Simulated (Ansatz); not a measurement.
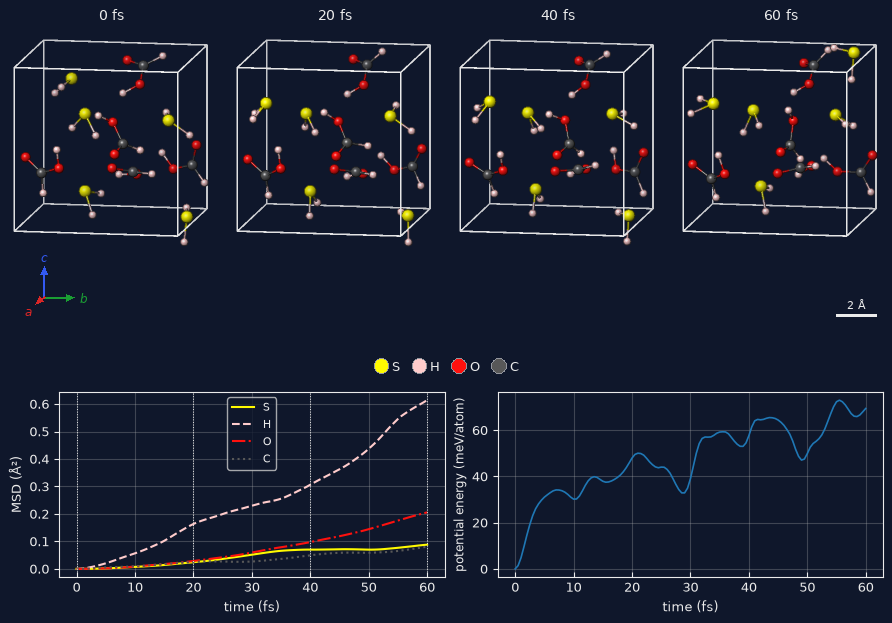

First-principles dynamics of a periodic cell with 5 SH2 + 5 HCOOH at 1.081 g/cm³, 60 fs long. Frames and the history of the run. A ball-and-stick model of the simulation cell, seen slightly off an axis. Atoms that leave the cell re-enter on the other side.

Level of theory: DFT PBE-D3(BJ), scalar-relativistic, plane waves, PAW (Ansatz). Set-up: plane-wave cutoff 420 eV; k-point mesh 1 × 1 × 1; Fermi-Dirac smearing 0.02 eV; low-accuracy preset; Langevin thermostat (NVT); set temperature 700 K; time step 0.5 fs; friction 0.02 per fs.

The input:
```yaml
accuracy: low
crystal:
  lattice:
    - [8.504035, 0.0, 0.0]
    - [0.0, 8.504035, 0.0]
    - [0.0, 0.0, 8.504035]
  atoms:
    - { symbol: S, position: [0.29582929, 0.30356742, 0.13242581] }
    - { symbol: H, position: [0.36690263, 0.36180769, 0.00087997] }
    - { symbol: H, position: [0.15809795, 0.37703856, 0.09659297] }
    - { symbol: S, position: [0.54446114, 0.85866511, 0.62264637] }
    - { symbol: H, position: [0.5037608, 0.98114732, 0.52934001] }
    - { symbol: H, position: [0.39199208, 0.81815282, 0.64492434] }
    - { symbol: S, position: [0.46087316, 0.33280408, 0.63361906] }
    - { symbol: H, position: [0.53488381, 0.41173767, 0.51460951] }
    - { symbol: H, position: [0.38099005, 0.23994052, 0.53170674] }
    - { symbol: S, position: [0.59576551, 0.98047327, 0.04576002] }
    - { symbol: H, position: [0.57346484, 0.96039836, -0.11299561] }
    - { symbol: H, position: [0.44196695, 0.95127148, 0.07484298] }
    - { symbol: S, position: [0.96706881, 0.16231898, 0.7613495] }
    - { symbol: H, position: [1.11796731, 0.12681495, 0.73255769] }
    - { symbol: H, position: [0.91331841, 0.05097941, 0.659753] }
    - { symbol: O, position: [0.82409422, 0.56802305, 0.64992276] }
    - { symbol: C, position: [0.89695946, 0.64240189, 0.5330458] }
    - { symbol: O, position: [1.03241028, 0.61566819, 0.49051922] }
    - { symbol: H, position: [0.89677864, 0.49227341, 0.69942927] }
    - { symbol: H, position: [0.82149009, 0.73544018, 0.48344558] }
    - { symbol: O, position: [0.09770721, 0.8087799, 0.25056167] }
    - { symbol: C, position: [0.17531099, 0.93783792, 0.29120268] }
    - { symbol: O, position: [0.2227835, 0.97228556, 0.42210798] }
    - { symbol: H, position: [0.08319079, 0.7368455, 0.34445922] }
    - { symbol: H, position: [0.19034826, 1.0155784, 0.18722847] }
    - { symbol: O, position: [0.26487214, 0.63366465, 0.79002415] }
    - { symbol: C, position: [0.13592887, 0.6314341, 0.88226288] }
    - { symbol: O, position: [0.04826478, 0.51826461, 0.8979875] }
    - { symbol: H, position: [0.27535395, 0.5314282, 0.73438901] }
    - { symbol: H, position: [0.11915583, 0.74753343, 0.9426045] }
    - { symbol: O, position: [0.93853755, 0.25843924, 0.37857918] }
    - { symbol: C, position: [0.85075344, 0.13638078, 0.33236678] }
    - { symbol: O, position: [0.80447153, 0.03060008, 0.4173133] }
    - { symbol: H, position: [0.95623986, 0.24859494, 0.49372584] }
    - { symbol: H, position: [0.82737055, 0.14254761, 0.20455204] }
    - { symbol: O, position: [0.40690288, 0.6389474, 0.26491988] }
    - { symbol: C, position: [0.55905835, 0.64479539, 0.30491023] }
    - { symbol: O, position: [0.64049074, 0.53001938, 0.33753306] }
    - { symbol: H, position: [0.37550271, 0.52576841, 0.25398057] }
    - { symbol: H, position: [0.60254713, 0.76781745, 0.30205228] }
basis:
  ecutwfc: 420.0
kpoints:
  mp_grid: { grid: [1, 1, 1] }
hamiltonian:
  xc: pbe
  dispersion: d3bj
scf:
  occupations: { method: fermi_dirac, width: 0.02 }
  lower_state_search: "off"
md:
  timestep: 0.5
  n_steps: 120
  ensemble: nvt_langevin
  temperature: 700.0
  initial_velocities: maxwell_boltzmann
  seed: 78143
  friction: 0.02
```

Launched with:
```bash
ansatz run input.yaml --threads 1 --pin off --max-ram 3072MiB --backend cpu --events-out ev --progress --plain --runs-dir out
```

Q: What do the frames and curves show?

A: The mean temperature in the second half is 690 K (standard deviation 91 K). The potential energy in the second half lies on average 59.7 meV per atom above the first frame. Root-mean-square distances from the starting positions over the second half, with the common drift of all atoms taken out: H 0.62 Å, O 0.35 Å, S 0.27 Å, C 0.23 Å. The heavy atoms stay within a fraction of a molecule's size of their starting places, while the hydrogen atoms travel further, as molecules turn; so short a run doesn't tell a liquid from a solid.

Limits of the set-up: the program's low-accuracy preset was used.

The run took roughly 9 core-minutes on a shared host.
